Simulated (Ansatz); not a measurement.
```xyz
7

Si   -0.0168   -0.0271   -0.0483
F    -0.0927   -0.1435    1.5592
H     1.4152    0.0010   -0.4508
H    -0.7072    1.2243   -0.4614
H    -0.7021   -1.2178   -0.6242
O     0.0241    0.0307    3.9912
H    -0.4336   -0.6686    3.4929
```

Not at a stationary point (largest force 0.7 eV/Å).

These are results of UKS PBE0-D4/def2-SVP in Ansatz, not measurements.

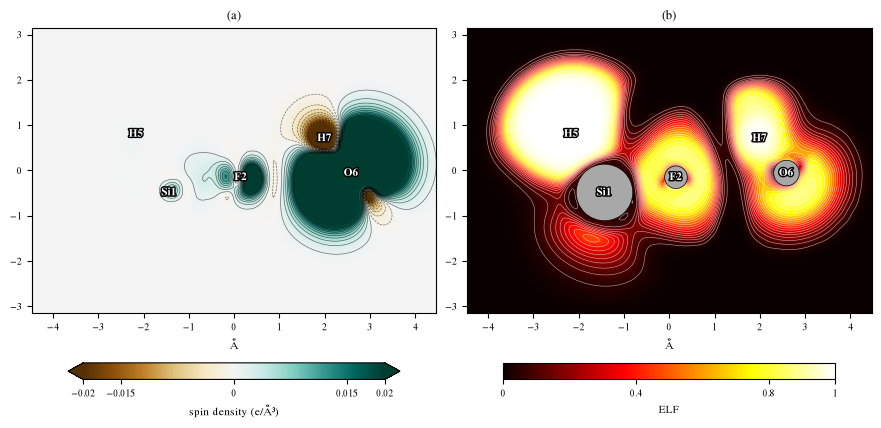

FH3Si···OH (doublet). (a) spin density; (b) electron localisation function on the plane of atoms F2, Si1 and H5. Grey discs cover the atomic cores in the ELF map.

> Describe what can be read from this map.

The plane passes through Si, F, H and O nuclei.
F2···H7 (2.03 Å): the ELF dips to about 0.05 between them (by its geometry a hydrogen bond between the two molecules, with no shared pair).
Si–F (1.61 Å): the ELF peaks at about 0.85 in the valence shell of F, 0.6 Å from its nucleus, and is about 0.50 at the midpoint.
O–H (0.97 Å): the ELF climbs to about 1 towards the hydrogen, as it does in any bond to H: an ordinary covalent bond to hydrogen.
Si–H (1.49 Å): the ELF climbs to about 1 towards the hydrogen.
The ELF also peaks beside F2 and O6, away from the bonds: non-bonding electrons, paired or unpaired.
The unpaired spin (1 electron) lies mostly on O6 (about 1.0), in electrons by Hirshfeld's partition.
